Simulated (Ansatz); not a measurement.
Electronic density of states of amorphous In44W2O72, density 6.74 g/cm³, on a 2×2×2 Γ-centred mesh with a Gaussian width of 0.1 eV; energies count from the Fermi level, whose place inside the gap is arbitrary. Cell and mesh are small, so fine structure isn't converged. Computed with PBE, scalar-relativistic without spin-orbit coupling (plane waves to 420 eV, PAW; Ansatz, a quantum-chemistry and plane-wave program). Sampling: a 2×2×2 Γ-centred mesh; Fermi-Dirac width 0.02 eV; no spin polarisation. At PBE the levels at the filled edge of the gap are localised (band-tail or defect states), and the nearest spread-out levels lie 0.8 eV apart at the zone centre.

It comes from a melt-quench run on a machine-learned potential (CHGNet), relaxed afterwards by DFT. O atoms were pushed apart under 1.9 Å during the dynamics, to hinder bonds among them. The hot cell started wider than the set density and was brought back towards it in steps. It is the lowest in DFT energy of 4 quenches. It is a model cell: composition and starting density were chosen by hand, and all elements were melted together. No dispersion term was used. Its density started from a set value of 6.79 and ended at 6.74 g/cm³. The simulated quench (nominally 84 K/ps over its main leg) is rapid and tends to freeze in more defects than a deposited or slowly cooled glass has. Values belong to this one cell and scatter from quench to quench. Volume and shape were free in the relaxation.

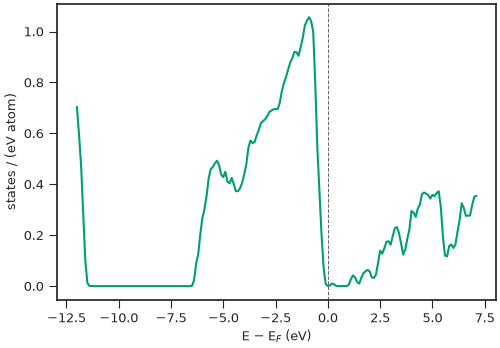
Density of states per atom

The level gap on this mesh is 0.49 eV; the broadening fills part of it in the curve.
